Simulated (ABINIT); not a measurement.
# CsGeCl3 (R3m): G0W0 with ABINIT, start to end, part 3 of 3

Wanted: ground state, empty states, screening and self-energy for CsGeCl3 (R3m).

ABINIT 10.8.3; LDA and many-body steps on it, plane waves. Known limits of the many-body steps: not at the basis limit; no spin-orbit coupling; coarse k mesh.

So far. Step 4 (Empty states on the mesh, 2×2×2 mesh, 163 bands): On this mesh the gap is 1.977 eV. Step 5 (Screening, 2×2×2 mesh, 149 bands, screening to 108.8 eV): Local fields lower ε∞ by 18 %. On a Γ-centred mesh this coarse the value itself is usually too large, while a short band sum pulls it down.

**6. Self-energy, 2×2×2 mesh, 149 bands, screening to 108.8 eV**

The self-energy is evaluated for the states that the input lists, and the levels follow from it, in one-shot runs by the linearised quasiparticle equation.

This step: G0W0 on LDA, plane waves, norm-conserving pseudopotentials.

File run.abi:

```
acell 3*1.0 Angstrom
rprim 
  3.846816390705 2.220960478697 3.178300533600
  -3.846816390705 2.220960478697 3.178300533600
  -0.000000000000 -4.441920957394 3.178300533600
ntypat 3
znucl 55 32 17
natom 5
typat 1 2 3 3 3
xred 
  0.998403350000 0.998403350000 0.998403350000
  0.515533150000 0.515533150000 0.515533150000
  0.496712670000 0.496712670000 0.948638170000
  0.496712670000 0.948638170000 0.496712670000
  0.948638170000 0.496712670000 0.496712670000
pp_dirpath "pseudos"
pseudos "Cs.upf, Ge.upf, Cl.upf"
ecut 56
ngkpt 2 2 2
nshiftk 1
shiftk 0 0 0
kptopt 1
chksymbreak 0
istwfk *1
occopt 1
irdwfk 1
optdriver 4
nband 149
gwcalctyp 0
ecutsigx 56
symsigma 1
nkptgw 2
kptgw 
  0.5000000000 0.5000000000 0.5000000000
  0.0000000000 0.0000000000 0.0000000000
bdgw 
  25 28
  24 29
ecuteps 4
irdscr 1
ppmodel 1
indata_prefix "in"
outdata_prefix "out"
tmpdata_prefix "tmp"
```

The run is started by

```bash
$ OMP_NUM_THREADS=1 mpirun -n 4 abinit run.abi > log
```

Numbers of over 12 decimals in the logs are rounded to 6 here.

Output:

```text
.Version 10.8.3 of ABINIT. v10.8.2 released Aug 2026.

 Symmetries : space group R3 m (#160); Bravais hR (rhombohedral)
[... echo of the input left out ...]
== DATASET  1 ==================================================================
-   mpi_nproc: 4, omp_nthreads: 1 (-1 if OMP is not activated)

--- !DatasetInfo
iteration_state: {dtset: 1, }
dimensions: {natom: 5, nkpt: 4, mband: 149, nsppol: 1, nspinor: 1, nspden: 1, mpw: 22041, }
cutoff_energies: {ecut:  56.0, pawecutdg:  -1.0, }
electrons: {nelect:   5.20000000E+01, charge:   0.00000000E+00, occopt:   1.00000000E+00, tsmear:   1.00000000E-02, }

 SIGMA: Calculation of the GW corrections

 Based on a program developped by R.W. Godby, V. Olevano, G. Onida, and L. Reining.
 Incorporated in ABINIT by V. Olevano, G.-M. Rignanese, and M. Torrent.
.Using double precision arithmetic ; gwpc =  8

[... cell and pseudopotentials left out ...]
--------------------------------------------------------------------------------

 ==== K-mesh for the wavefunctions ====
 Number of points in the irreducible wedge :     4
[... list of points left out ...]
 Together with  6 symmetry operations and time-reversal symmetry
 yields     8 points in the full Brillouin Zone.

 ==== Q-mesh for screening function ====
 Number of points in the irreducible wedge :     4
[... list of points left out ...]
 Together with  6 symmetry operations and time-reversal symmetry
 yields     8 points in the full Brillouin Zone.

 vcoul_init : cutoff-mode = AUXILIARY_FUNCTION
 q-points for optical limit:   1
     1)      0.000010    0.000020    0.000030
 setmesh: FFT mesh size selected  =    72x   72x   72
          total number of points  =       373248

 Number of electrons calculated from density =   52.0000; Expected =   52.0000
 average of density, n =  0.047295
 r_s =    1.7154
 omega_plasma =   20.9780 [eV]

 === KS Band Gaps ===
  >>>> For spin  1
   Minimum direct gap =   1.9771 [eV], located at k-point      :   0.5000  0.5000  0.5000
   Fundamental gap    =   1.9771 [eV], Top of valence bands at :   0.5000  0.5000  0.5000
                                       Bottom of conduction at :   0.5000  0.5000  0.5000
 SIGMA fundamental parameters:
 PLASMON POLE MODEL  1
 number of plane-waves for SigmaX                22041
 number of plane-waves for SigmaC and W            437
 number of plane-waves for wavefunctions         22041
 number of bands                                   149
 number of independent spin polarizations            1
 number of spinorial components                      1
 number of k-points in IBZ                           4
 number of q-points in IBZ                           4
 number of symmetry operations                       6
 number of k-points in BZ                            8
 number of q-points in BZ                            8
 number of frequencies for dSigma/dE                 9
 frequency step for dSigma/dE [eV]                0.25
 number of omega for Sigma on real axis              0
 max omega for Sigma on real axis  [eV]           0.00
 zcut for avoiding poles [eV]                     0.10

 EPSILON^-1 parameters (SCR file):
 dimension of the eps^-1 matrix on file            437
 dimension of the eps^-1 matrix used               437
 number of plane-waves for wavefunctions         22041
 number of bands                                   149
 number of q-points in IBZ                           4
 number of frequencies                               2
 number of real frequencies                          1
 number of imag frequencies                          1

 matrix elements of self-energy operator (all in [eV])

 Perturbative Calculation

--- !SelfEnergy_ee
iteration_state: {dtset: 1, }
kpoint     : [   0.500,    0.500,    0.500, ]
spin       : 1
KS_gap     :    1.977
QP_gap     :    3.617
Delta_QP_KS:    1.640
data: !SigmaeeData |
     Band     E0 <VxcDFT>   SigX SigC(E0)      Z dSigC/dE  Sig(E)    E-E0       E
       25  -0.190 -14.219 -18.514   3.078   0.773  -0.294 -15.159  -0.941  -1.131
       26   1.959 -14.764 -16.833   1.619   0.788  -0.268 -15.118  -0.355   1.604
       27   3.936 -11.282  -6.604  -3.088   0.809  -0.236  -9.996   1.286   5.221
       28   3.936 -11.282  -6.604  -3.088   0.809  -0.236  -9.996   1.286   5.221

--- !SelfEnergy_ee
iteration_state: {dtset: 1, }
kpoint     : [   0.000,    0.000,    0.000, ]
spin       : 1
KS_gap     :    5.520
QP_gap     :    7.230
Delta_QP_KS:    1.710
data: !SigmaeeData |
     Band     E0 <VxcDFT>   SigX SigC(E0)      Z dSigC/dE  Sig(E)    E-E0       E
       24  -0.526 -14.055 -18.275   3.034   0.773  -0.294 -14.971  -0.917  -1.443
       25  -0.526 -14.055 -18.275   3.034   0.773  -0.294 -14.971  -0.917  -1.443
       26  -0.340 -13.977 -17.781   2.743   0.775  -0.290 -14.800  -0.823  -1.163
       27   5.180  -7.348  -3.022  -3.270   0.840  -0.191  -6.462   0.887   6.067
       28   6.059  -7.267  -2.987  -3.157   0.841  -0.189  -6.323   0.944   7.003
       29   6.059  -7.267  -2.987  -3.157   0.841  -0.189  -6.323   0.944   7.003

== END DATASET(S) ==============================================================
================================================================================

 -outvars: echo values of variables after computation  --------
           etotal      0.0000000000E+00
            nband         149
             nkpt           4
          spgroup         160
 [... the other variables as echoed above ...]

 Calculation completed.
```

Run time: 19 s. Hardware: 4 MPI ranks of Intel Xeon Platinum 8488C (Sapphire Rapids), shared host; peak memory 1.9 GiB.

This step gave:

```
G0W0 gap on the points computed              : 3.617 eV
starting gap on the mesh                     : 1.977 eV
k of the valence top                         : 0.5, 0.5, 0.5
k of the conduction bottom                   : 0.5, 0.5, 0.5
Z at the valence top                         : 0.788
Z at the conduction bottom                   : 0.809
least direct G0W0 gap on the computed points : 3.617 eV
```

The gap on the mesh goes from 1.98 eV to 3.62 eV, a correction of +1.64 eV.

Limits: finite bands, cutoff and mesh; no spin-orbit coupling; coarse k mesh. v1 is the top filled band, c1 the lowest empty one. The levels before and after the correction (eV, zero at the valence-band top of each column):

```
           conduction bottom  valence top
Kohn-Sham               1.98         0.00
     G0W0               3.62         0.00
```

```
                         level  energy (eV)
Kohn-Sham     (0.5 0.5 0.5) v2       -2.149
Kohn-Sham     (0.5 0.5 0.5) v1        0.000
Kohn-Sham  (0.5 0.5 0.5) c1-c2        1.977
     G0W0     (0.5 0.5 0.5) v2       -2.735
     G0W0     (0.5 0.5 0.5) v1        0.000
     G0W0  (0.5 0.5 0.5) c1-c2        3.617
```

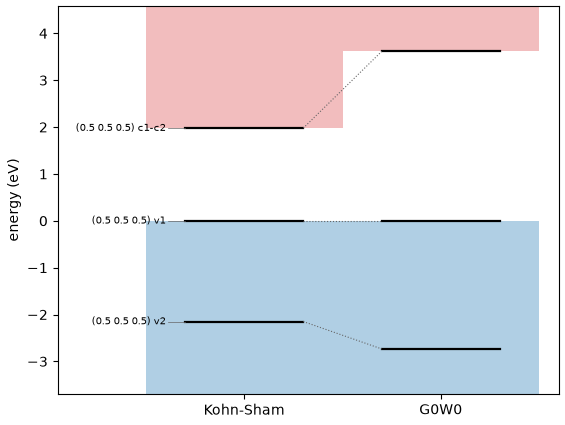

Levels before and after the correction. Shaded: valence and conduction bands.

**7. Where the time went**

Times are wall times on 4 MPI ranks of Intel Xeon Platinum 8488C (Sapphire Rapids), shared host, good to a factor of about two.

```
                          step     time  share  memory (GiB)
                  ground state  2.7 min   27 %          0.77
bands along the symmetry lines  2.7 min   27 %           0.8
      empty states on the mesh  2.9 min   29 %          0.71
                     screening     83 s   14 %           2.8
                   self-energy     19 s    3 %           1.9
```

**8. Results**

| Property | Result |
| --- | --- |
| LDA gap | 1.98 eV, indirect (only 2 meV under the direct gap) |
| G0W0 gap on the mesh | 3.62 eV |
| GW settings | 2×2×2 mesh, 149 bands, screening to 108.8 eV, Godby-Needs plasmon pole |
| known limits | not at the basis limit; no spin-orbit coupling; coarse k mesh |

In words: G0W0 moves the gap on the mesh from 1.98 eV to 3.62 eV (+1.64 eV), with Z of 0.79 and 0.81 at the edges. Local fields lower the RPA ε∞ on this mesh from 7.23 to 5.96; a Γ-centred mesh this coarse tends to raise both, most where the direct gap is narrow, while a short band sum lowers them. Only 2 of the mesh's irreducible points were corrected, so a valley elsewhere could overtake. Bands and cutoff are finite, so the gap is not at the basis limit. The miss can reach some tenths of an eV and take either sign; the mesh is an error of its own. In the G0W0 run levels were corrected at 2 k points alone, so a gap called «on the mesh» is the least over those, and an edge elsewhere would be missed. The 2×2×2 mesh is coarse for this cell, which bears on the long-range parts of exchange and screening. The many-body steps are scalar-relativistic: spin-orbit coupling is not in them.

[Paths, hosts, dates, memory and timing lines, banners, echoed tables and standing remarks are left out of the program output.]

[Logs are printed without paths, hosts, clocks, repeated set-up lines and the standing remarks that a program may print on its own settings, such as how far it seeks lower states.]

[Runs of the session that timed out or met a known fault of the program may be left out.]

[Hosts, paths, dates, database ids (printed as entryN), source tags and the programs' standing remarks are cut or masked in the printed files.]

[G0W0 gaps are taken among the corrected bands and points alone; a level outside them can change the order at an edge.]

[Where Ansatz stands beside ABINIT at settings called matched, ABINIT's density can come from a denser mesh and the files from another edition; pairs whose starting gaps differed by over 0.03 eV were left out, so agreement reads better than it is.]
